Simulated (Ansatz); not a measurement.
# A hypothetical structure for Mg3As

Starting from a made-up structure for Mg3As, the aim is the relaxed cell, its shortest contacts and, where a second run follows, its electronic structure.

Method: DFT, r2SCAN, plane-wave PAW, files of the set soft_1, scalar-relativistic, no spin, cell and ions relaxed at zero pressure; PAW set soft_1, in Ansatz 0.2.0.

## (1) Starting point

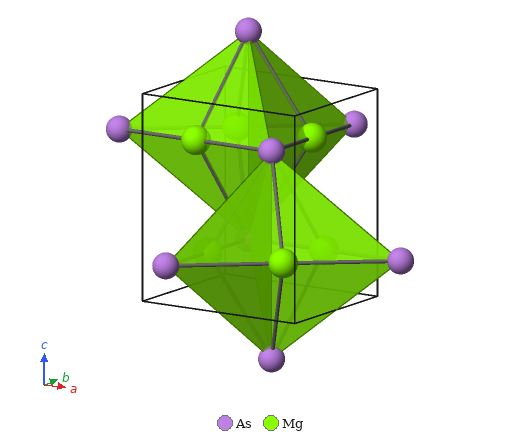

The cell as given, slightly off an axis (arsenic purple, magnesium green). Some periodic images of atoms are drawn too.

## (2) Relaxation of the guess

The guess takes its coordinates from another compound and its volume from a rule, so the cell and any free coordinates are relaxed together.

input.yaml

```yaml
crystal:
  lattice:
    - [6.049, 0.0, 0.0]
    - [-3.0245, 5.238587667, 0.0]
    - [0.0, 0.0, 5.307]
  atoms:
    - { symbol: As, position: [0.333333333, 0.666666667, 0.25] }
    - { symbol: As, position: [0.666666667, 0.333333333, 0.75] }
    - { symbol: Mg, position: [0.831600005, 0.66320001, 0.25] }
    - { symbol: Mg, position: [0.33679999, 0.168399995, 0.25] }
    - { symbol: Mg, position: [0.831600005, 0.168399995, 0.25] }
    - { symbol: Mg, position: [0.66320001, 0.831600005, 0.75] }
    - { symbol: Mg, position: [0.168399995, 0.33679999, 0.75] }
    - { symbol: Mg, position: [0.168399995, 0.831600005, 0.75] }
kpoints:
  mp_grid: { grid: [5, 5, 5] }
scf:
  occupations: { method: fermi_dirac, width: 0.05 }
hamiltonian:
  xc: r2scan
  pseudopotentials: { kind: paw, azcp: { folder: soft_1 } }
relax:
  f_tol: 0.015
  max_steps: 70
  cell: {}
output:
  forces: true
  stress: true
```

Run with:

```
$ ansatz run input.yaml --threads 4 --pin off --max-ram 10240MiB --backend cpu --events-out ev --progress --plain --runs-dir out
```

Numbers of over 12 decimals in the logs are rounded to 6 here.

The log of the run:

```text
Engine: ansatz 0.2.0, x86_64-unknown-linux-gnu
Pseudopotentials: kind: paw
Pseudopotential: As, paw, valence charge 15, recommended cutoff 500 eV (meta_gga), soft_1/As.paw.azcp
Pseudopotential: Mg, paw, valence charge 10, recommended cutoff 500 eV (meta_gga), soft_1/Mg.paw.azcp
Functional definition: r2SCAN
  parameter k0 = 0.174
  parameter k1 = 0.065
  parameter a1 = 4.9479
  exchange = r2scan_x(k0 = k0, k1 = k1, a1 = a1)
  correlation = r2scan_c
Crystal: 8 atoms, lattice volume = 168.169 Å³
Basis set: ecut = 500 eV, 4243 PW (Γ), exchange–correlation on 180×180×160 points (64 copies of the dense FFT grid, shifted against one another)
Bands: 54, of which v1, the nominal top of the filled ones, is band 45 counted from 1 (44 counted from 0)
Symmetry: 24 space group operations
Space group: P63/mmc (ITA 194), of the structure as read, at distance tolerance 5.5e-5 Å
k-points: 15 of 125
Non-local potential: As, projectors of the file, l = 0: 2, l = 1: 2, l = 2: 3, l = 3: 1
Non-local potential: Mg, projectors of the file, l = 0: 3, l = 1: 2, l = 2: 1
PAW form: soft (Blöchl's): semilocal exchange-correlation on the pseudo side does not see the compensation charge
PAW frozen core: As, regenerated for the run's functional (the file was generated under x = pbe(κ = 0.804, μ = 0.219515), c = pbe(β = 0.066725))
PAW frozen core: Mg, regenerated for the run's functional (the file was generated under x = pbe(κ = 0.804, μ = 0.219515), c = pbe(β = 0.066725))
PAW one-centre angular grid: As, 590 points (default); XC on 160 Gauss nodes
PAW one-centre angular grid: Mg, 302 points (default); XC on 224 Gauss nodes
Initial density: superposition of atomic densities (chi_scale 0.1, normalization cell, long waves kept (reshape's long-wave potential 0.03 eV rms))
Initial wavefunctions: pseudopotential atomic-orbital guess
Functional: x = r2scan, c = r2scan; τ floored in thin density (d = 2e-4 eV/Å³)
SCF iter   1: F=—  HF=-21289.628653 eV  |F-HF|=—  |Δ(HF+E_count)|=         —  Δρ=3.99e-2  dr2=4.18e0  dr2_τ=5.33e-3  ethr=3.10e-3  ⟨swp⟩=7.8  Hψ=3146  notcnv=0  defer=1
preconditioner: auto → Kerker (q_TF=auto, 2.458 Å⁻¹)  [metal: Δε(μ)=0.066 eV  Ē_g=7.156 eV  σ=0.050 eV  W_gap=0.32  n_scr=46 (ndim 8)  ℏωp=13.4 eV  f_vac=0.000  D(μ)=2.53/eV (n_scr^D=8)]
SCF iter   2: F=—  HF=-21289.195502 eV  |F-HF|=—  |Δ(HF+E_count)|=   4.33e-1  Δρ=2.21e-2  dr2=1.41e0  dr2_τ=5.17e-3  ethr=3.10e-3  ⟨swp⟩=3.9  Hψ=1404  notcnv=0  defer=20
SCF iter   3: F=—  HF=-21288.978285 eV  |F-HF|=—  |Δ(HF+E_count)|=   2.17e-1  Δρ=5.98e-3  dr2=1.28e-1  dr2_τ=5.73e-4  ethr=1.56e-3  ⟨swp⟩=2.9  Hψ=1294  notcnv=0  defer=20
SCF iter   4: F=—  HF=-21288.951162 eV  |F-HF|=—  |Δ(HF+E_count)|=   2.71e-2  Δρ=2.43e-3  dr2=2.69e-2  dr2_τ=7.07e-5  ethr=1.43e-4  ⟨swp⟩=3.0  Hψ=1402  notcnv=0  defer=19
SCF iter   5: F=—  HF=-21288.947781 eV  |F-HF|=—  |Δ(HF+E_count)|=   3.38e-3  Δρ=1.12e-3  dr2=5.55e-3  dr2_τ=1.51e-5  ethr=2.99e-5  ⟨swp⟩=2.0  Hψ=1231  notcnv=0  defer=20
SCF iter   6: F=—  HF=-21288.947250 eV  |F-HF|=—  |Δ(HF+E_count)|=   5.31e-4  Δρ=2.55e-4  dr2=1.87e-4  dr2_τ=2.50e-6  ethr=6.17e-6  ⟨swp⟩=2.0  Hψ=1113  notcnv=0  defer=20
SCF iter   7: F=—  HF=-21288.947273 eV  |F-HF|=—  |Δ(HF+E_count)|=   2.27e-5  Δρ=7.57e-5  dr2=1.32e-5  dr2_τ=6.36e-8  ethr=2.08e-7  ⟨swp⟩=2.1  Hψ=1143  notcnv=0  defer=20
SCF iter   8: F=—  HF=-21288.947251 eV  |F-HF|=—  |Δ(HF+E_count)|=   2.19e-5  Δρ=2.25e-5  dr2=1.35e-6  dr2_τ=6.35e-9  ethr=1.46e-8  ⟨swp⟩=2.0  Hψ=1119  notcnv=0  defer=20
SCF iter   9: F=-21288.947252 eV  HF=-21288.947252 eV  |F-HF|=2.27e-8  |Δ(HF+E_count)|=   1.44e-6  Δρ=5.03e-6  dr2=5.31e-8  dr2_τ=6.21e-10  ethr=1.11e-10  ⟨swp⟩=3.2  Hψ=3395  notcnv=0
SCF 1 converged in 9 iterations: F = -21288.947252 eV  dr2 = 5.31e-8
  greatest PAW one-centre occupation: 1.000 electrons in one spin orbital (limit 2), on the Mg atom at site 5 (counted from 0), in its partial waves of l = 0
relax step   1: F+E_penalty+E_count = -21288.94725223 eV  Δ(F+E_penalty+E_count) = +0.000e0 eV  max|allowed force component| = 4.235e-2 eV/Å  Δτ_max = 0.0000 Å  P = -2.092 GPa  Ω = 168.169 Å³  (9 SCF iters, dr2 threshold 1.00e-7 eV, accepted)
Crystal: 8 atoms, lattice volume = 159.612 Å³
Basis set: ecut = 500 eV, 4039 PW (Γ), exchange–correlation on 180×180×160 points (64 copies of the dense FFT grid, shifted against one another)
Initial density: handed on by an earlier stage of this run
Initial wavefunctions: those handed on with the density
iter 1 solved again at ethr=2.80e-5 eV; its pass at ethr=3.10e-3 eV (dr2=2.52e-2 eV) is discarded
SCF iter   1: F=—  HF=-21288.955378 eV  |F-HF|=—  |Δ(HF+E_count)|=         —  Δρ=2.25e-3  dr2=2.56e-2  dr2_τ=1.45e-2  ethr=2.80e-5  ⟨swp⟩=2.3  Hψ=3780  notcnv=0
preconditioner: auto → Kerker (q_TF=auto, 2.480 Å⁻¹)  [metal: Δε(μ)=0.079 eV  Ē_g=7.574 eV  σ=0.050 eV  W_gap=0.37  n_scr=46 (ndim 8)  ℏωp=13.8 eV  f_vac=0.000  D(μ)=2.49/eV (n_scr^D=8)]
SCF iter   2: F=—  HF=-21289.004564 eV  |F-HF|=—  |Δ(HF+E_count)|=   4.92e-2  Δρ=1.33e-3  dr2=7.29e-3  dr2_τ=2.51e-5  ethr=2.80e-5  ⟨swp⟩=3.1  Hψ=1593  notcnv=0
SCF iter   3: F=—  HF=-21289.003779 eV  |F-HF|=—  |Δ(HF+E_count)|=   7.86e-4  Δρ=5.37e-4  dr2=1.42e-3  dr2_τ=9.16e-6  ethr=8.10e-6  ⟨swp⟩=2.0  Hψ=967  notcnv=0
SCF iter   4: F=—  HF=-21289.003631 eV  |F-HF|=—  |Δ(HF+E_count)|=   1.48e-4  Δρ=2.22e-4  dr2=1.86e-4  dr2_τ=7.81e-7  ethr=1.57e-6  ⟨swp⟩=2.0  Hψ=1131  notcnv=0
SCF iter   5: F=—  HF=-21289.003558 eV  |F-HF|=—  |Δ(HF+E_count)|=   7.29e-5  Δρ=1.14e-4  dr2=3.70e-5  dr2_τ=4.22e-7  ethr=2.06e-7  ⟨swp⟩=2.0  Hψ=1128  notcnv=0
SCF iter   6: F=—  HF=-21289.003565 eV  |F-HF|=—  |Δ(HF+E_count)|=   6.39e-6  Δρ=2.38e-5  dr2=1.02e-6  dr2_τ=1.06e-8  ethr=4.11e-8  ⟨swp⟩=2.0  Hψ=983  notcnv=0
SCF iter   7: F=-21289.003565 eV  HF=-21289.003565 eV  |F-HF|=1.59e-7  |Δ(HF+E_count)|=   5.66e-7  Δρ=8.85e-6  dr2=1.42e-7  dr2_τ=1.18e-9  ethr=8.89e-10  ⟨swp⟩=4.1  Hψ=2914  notcnv=0
SCF 2 converged in 7 iterations: F = -21289.003565 eV  dr2 = 1.42e-7
  greatest PAW one-centre occupation: 1.000 electrons in one spin orbital (limit 2), on the Mg atom at site 7 (counted from 0), in its partial waves of l = 0
relax step   2: F+E_penalty+E_count = -21289.00356540 eV  Δ(F+E_penalty+E_count) = -5.631e-2 eV  max|allowed force component| = 3.947e-2 eV/Å  Δτ_max = 0.0106 Å  P = +0.419 GPa  Ω = 159.612 Å³  energy of the carried Pulay correction = +1.389e-3 eV  (7 SCF iters, dr2 threshold 8.00e-7 eV, accepted)
Crystal: 8 atoms, lattice volume = 161.000 Å³
Basis set: ecut = 500 eV, 4087 PW (Γ), exchange–correlation on 180×180×160 points (64 copies of the dense FFT grid, shifted against one another)
iter 1 solved again at ethr=2.11e-6 eV; its pass at ethr=3.10e-3 eV (dr2=1.90e-3 eV) is discarded
SCF iter   1: F=—  HF=-21289.004096 eV  |F-HF|=—  |Δ(HF+E_count)|=         —  Δρ=5.85e-4  dr2=1.92e-3  dr2_τ=1.01e-3  ethr=2.11e-6  ⟨swp⟩=2.5  Hψ=3637  notcnv=0
preconditioner: auto → Kerker (q_TF=auto, 2.476 Å⁻¹)  [metal: Δε(μ)=0.072 eV  Ē_g=7.565 eV  σ=0.050 eV  W_gap=0.34  n_scr=46 (ndim 8)  ℏωp=13.7 eV  f_vac=0.000  D(μ)=2.56/eV (n_scr^D=8)]
SCF iter   2: F=—  HF=-21289.005824 eV  |F-HF|=—  |Δ(HF+E_count)|=   1.73e-3  Δρ=3.20e-4  dr2=5.88e-4  dr2_τ=1.50e-6  ethr=2.11e-6  ⟨swp⟩=2.0  Hψ=955  notcnv=0
SCF iter   3: F=—  HF=-21289.005661 eV  |F-HF|=—  |Δ(HF+E_count)|=   1.63e-4  Δρ=1.11e-4  dr2=9.89e-5  dr2_τ=5.36e-7  ethr=6.53e-7  ⟨swp⟩=2.1  Hψ=938  notcnv=0
SCF iter   4: F=—  HF=-21289.005638 eV  |F-HF|=—  |Δ(HF+E_count)|=   2.31e-5  Δρ=5.08e-5  dr2=1.02e-5  dr2_τ=5.86e-8  ethr=1.10e-7  ⟨swp⟩=2.0  Hψ=1131  notcnv=0
SCF iter   5: F=—  HF=-21289.005633 eV  |F-HF|=—  |Δ(HF+E_count)|=   4.26e-6  Δρ=2.87e-5  dr2=1.47e-6  dr2_τ=4.24e-8  ethr=1.13e-8  ⟨swp⟩=2.0  Hψ=1133  notcnv=0
SCF iter   6: F=-21289.005634 eV  HF=-21289.005634 eV  |F-HF|=1.55e-8  |Δ(HF+E_count)|=   1.52e-7  Δρ=6.28e-6  dr2=7.12e-8  dr2_τ=5.29e-10  ethr=6.98e-10  ⟨swp⟩=4.2  Hψ=2630  notcnv=0
SCF 3 converged in 6 iterations: F = -21289.005634 eV  dr2 = 7.12e-8
relax step   3: F+E_penalty+E_count = -21289.00563358 eV  Δ(F+E_penalty+E_count) = -2.068e-3 eV  max|allowed force component| = 1.039e-2 eV/Å  Δτ_max = 0.0050 Å  P = -0.005 GPa  Ω = 161.000 Å³  energy of the carried Pulay correction = +1.155e-3 eV  (6 SCF iters, dr2 threshold 6.28e-7 eV, accepted)
Initial wavefunctions: pseudopotential atomic-orbital guess (no wavefunctions were taken with the density)
iter 1 solved again at ethr=1.56e-9 eV; its pass at ethr=3.10e-3 eV (dr2=1.41e-6 eV) is discarded
SCF iter   1: F=—  HF=-21289.004374 eV  |F-HF|=—  |Δ(HF+E_count)|=         —  Δρ=2.70e-5  dr2=2.04e-7  dr2_τ=1.31e-6  ethr=1.56e-9  ⟨swp⟩=4.1  Hψ=6324  notcnv=0
preconditioner: auto → Kerker (q_TF=auto, 2.476 Å⁻¹)  [metal: Δε(μ)=0.078 eV  Ē_g=7.560 eV  σ=0.050 eV  W_gap=0.37  n_scr=46 (ndim 8)  ℏωp=13.7 eV  f_vac=0.000  D(μ)=2.55/eV (n_scr^D=8)]
SCF iter   2: F=—  HF=-21289.004376 eV  |F-HF|=—  |Δ(HF+E_count)|=   1.50e-6  Δρ=1.49e-5  dr2=9.48e-8  dr2_τ=8.17e-9  ethr=2.26e-10  ⟨swp⟩=2.0  Hψ=1493  notcnv=0
SCF iter   3: F=—  HF=-21289.004376 eV  |F-HF|=—  |Δ(HF+E_count)|=   1.99e-7  Δρ=3.17e-6  dr2=1.58e-8  dr2_τ=3.51e-10  ethr=1.05e-10  ⟨swp⟩=2.0  Hψ=982  notcnv=0
SCF iter   4: F=—  HF=-21289.004376 eV  |F-HF|=—  |Δ(HF+E_count)|=   1.24e-8  Δρ=9.29e-7  dr2=2.25e-9  dr2_τ=1.83e-11  ethr=1.76e-11  ⟨swp⟩=2.0  Hψ=983  notcnv=0
SCF iter   5: F=—  HF=-21289.004376 eV  |F-HF|=—  |Δ(HF+E_count)|=   1.87e-9  Δρ=3.80e-7  dr2=4.03e-10  dr2_τ=4.17e-12  ethr=2.51e-12  ⟨swp⟩=2.0  Hψ=1133  notcnv=0
SCF iter   6: F=-21289.004376 eV  HF=-21289.004376 eV  |F-HF|=1.46e-11  |Δ(HF+E_count)|=  9.09e-11  Δρ=1.74e-7  dr2=6.83e-11  dr2_τ=1.50e-12  ethr=1.00e-12  ⟨swp⟩=3.0  Hψ=3052  notcnv=0
SCF 4 converged in 6 iterations: F = -21289.004376 eV  dr2 = 6.83e-11
  greatest PAW one-centre occupation: 1.000 electrons in one spin orbital (limit 2), on the Mg atom at site 6 (counted from 0), in its partial waves of l = 0
relax step   4: F+E_penalty+E_count = -21289.00437589 eV  Δ(F+E_penalty+E_count) = +1.258e-3 eV  max|allowed force component| = 1.039e-2 eV/Å  Δτ_max = 0.0000 Å  P = -0.003 GPa  Ω = 161.000 Å³  stress off target by 4.86e-2 GPa  SCF on the basis re-selected at this cell (its energy is not comparable with the rows above)  (6 SCF iters)
basis re-selected at this cell: Δ(F+E_penalty+E_count) = +1.258e-3 eV, ΔP = +0.003 GPa vs the last step (what re-selecting the basis moved, of the pressure what is left beyond the Pulay correction that the steps carried, after the strain that the cell walked since its last selection, with what the two solves' SCF thresholds leave and, on support functions, any second-order correction that the steps lacked; it is no m [...]
SCF converged after 6 iterations
Free energy (F): -21289.004376 eV
Harris-Foulkes:  -21289.004376 eV  (|F-HF|=1.46e-11)
Internal energy: -21288.983006 eV  (E = F + TS)
E sigma→0 (E₀):  -21288.993691 eV
Entropy (-TS):   -0.021370 eV (-2.671 meV/atom)
Fermi energy:    8.135770 eV
--- Per-component energies (eV) ---
  E_band       = -2666.954656
  E_kinetic    = 610.277505
  E_local      = -13801.731143  (includes V_loc(G=0)·N_el)
  E_nonlocal   = 388.618410
  E_hartree    = 5544.026835
  E_xc         = -279.390413
  E_vxc        = -369.538767  (∫ρ·V_xc dr)
  E_paw        = -5879.724744  (= ΣΔE_a)
  E_vpaw       = -604.465149  (= ΣTr[D̂ρ^β])
  E_aug_tail   = -0.000083  (compensation charges beyond the density's cutoff)
  E_vtau       = 21.830949  (kinetic-family band-sum trace: ∫τ·v_τ [+ j·A + Jᵃ·Aᵃ] dr)
  E_ewald      = -7867.987334
  E_core_change = -3.072037  (= ΣΔE_core)
  E_smearing   = -0.021370  (= −TS)
  E_closure    = -0.000000  (closes the sum)
  Σ components = -21289.004376   (vs F -21289.004376, Δ=0.00e0)
--- Forces (eV/Å), atoms counted from 1 ---
  atom   1  As     0.00000000    -0.00000000     0.00000000
  atom   2  As     0.00000000     0.00000000     0.00000000
  atom   3  Mg    -0.00000000     0.01038570     0.00000000
  atom   4  Mg    -0.00899428    -0.00519285     0.00000000
  atom   5  Mg     0.00899428    -0.00519285     0.00000000
  atom   6  Mg     0.00899428     0.00519285     0.00000000
  atom   7  Mg     0.00000000    -0.01038570     0.00000000
  atom   8  Mg    -0.00899428     0.00519285     0.00000000
  max |Σ_I F_I| component: 5.20e-18 eV/Å
--- Stress (GPa, compression-positive) ---
       -0.028426       0.000000       0.000000
        0.000000      -0.028426       0.000000
        0.000000       0.000000       0.048612
  P = ⅓ Tr σ = -0.0027 GPa (-0.027 kbar)
--- Relaxed structure (3 steps of the walk, 3 accepted, 1 SCFs on fresh bases) ---
  F+E_penalty+E_count = -21289.00437589 eV   max|allowed force component| = 1.039e-2 eV/Å   (the final SCF, on the basis selected at the relaxed cell)
  cell:  # Å, volume = 161.0000 Å³
    - [5.933370, 0.0, 0.0]
    - [-2.966685, 5.138450, 0.0]
    - [0.0, 0.0, 5.280711]
  atoms:
    - { symbol: As, position: [0.333333, 0.666667, 0.25] }
    - { symbol: As, position: [0.666667, 0.333333, 0.75] }
    - { symbol: Mg, position: [0.832135, 0.664269, 0.25] }
    - { symbol: Mg, position: [0.335731, 0.167865, 0.25] }
    - { symbol: Mg, position: [0.832135, 0.167865, 0.25] }
    - { symbol: Mg, position: [0.664269, 0.832135, 0.75] }
    - { symbol: Mg, position: [0.167865, 0.335731, 0.75] }
    - { symbol: Mg, position: [0.167865, 0.832135, 0.75] }
```

Wall time 18 s (4 threads of Intel Xeon Platinum 8488C (Sapphire Rapids), shared host); peak memory 1 GiB.

The steps of the relaxation:

| step | energy less that of the first step (eV) | largest force component (eV/Å) | pressure (GPa) | volume (Å³) |
| --- | --- | --- | --- | --- |
| 1 | 0.0000 | 0.0424 | -2.09 | 168.17 |
| 2 | -0.0563 | 0.0395 | 0.42 | 159.61 |
| 3 | -0.0584 | 0.0104 | -0.01 | 161.00 |
| 4* | -0.0571 | 0.0104 | 0.00 | 161.00 |

Relaxation steps marked * repeat the geometry before them on a plane-wave basis chosen anew for their cell, so energy and pressure can jump there.

The run keeps the 24 symmetry operations that it works with, so distortions that break them were not tested.

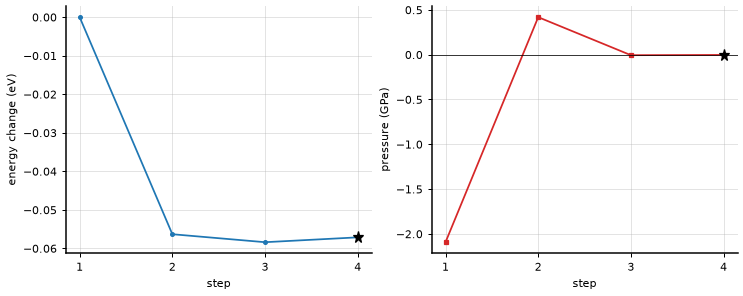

Energy and pressure along the relaxation. Stars mark steps on a basis chosen anew.

| conventional cell, symmetrised | before | after | change |
| --- | --- | --- | --- |
| a (Å) | 6.049 | 5.933 | -1.9 % |
| b (Å) | 6.049 | 5.933 | -1.9 % |
| c (Å) | 5.307 | 5.281 | -0.5 % |
| volume (Å³/atom) | 21.02 | 20.13 | -4.3 % |

The relaxed structure:

```
As Mg
1.0
     5.93337    0.00000    0.00000
    -2.96669    5.13845    0.00000
     0.00000    0.00000    5.28071
As Mg
2 6
Direct
  0.33333 0.66667 0.25000
  0.66667 0.33333 0.75000
  0.83213 0.66427 0.25000
  0.33573 0.16787 0.25000
  0.83213 0.16787 0.25000
  0.66427 0.83213 0.75000
  0.16787 0.33573 0.75000
  0.16787 0.83213 0.75000
```

Numbers from this step:

```
free energy             : -21289.0044 eV
energy at zero smearing : -21288.9937 eV
smearing term TS        : 0.02137 eV
Fermi energy            : 8.136 eV
electrons               : 90
symmetry operations     : 24
pressure                : -0.002747 GPa
```

The shortest distance of each pair, which need not be the same contact before and after:

| pair | guess (Å) | relaxed (Å) |
| --- | --- | --- |
| Mg–Mg | 2.993 | 2.945 |
| As–Mg | 3.025 | 2.967 |
| As–As | 4.386 | 4.325 |

The relaxation ends with a largest force component of 0.010 eV/Å and a pressure of 0.00 GPa.

## (3) Summary of results

| Quantity | Value |
| --- | --- |
| space group, relaxed | P6_3/mmc |
| conventional cell | a = 5.933, b = 5.933, c = 5.281 Å; α = 90.0°, β = 90.0°, γ = 120.0° |
| volume per atom | 20.13 Å³ (guess 21.02) |

Mg3As relaxes to P6_3/mmc with a = 5.933, b = 5.933 and c = 5.281 Å. The guessed volume was 4 % too large. The space group P6_3/mmc was held in the relaxation, so the end point is a stationary structure within it and may be a saddle against distortions or other arrangements. Mesh and cutoff weren't tested. No dispersion term is used, so weakly bound directions may come out too long. Nothing here tests whether the compound is stable against decomposition.

[Logs are printed without paths, hosts, clocks, repeated set-up lines and the standing remarks that a program may print on its own settings, such as how far it seeks lower states.]

[Hosts, paths, dates, database ids (printed as entryN), source tags and the programs' standing remarks are cut or masked in the printed files.]
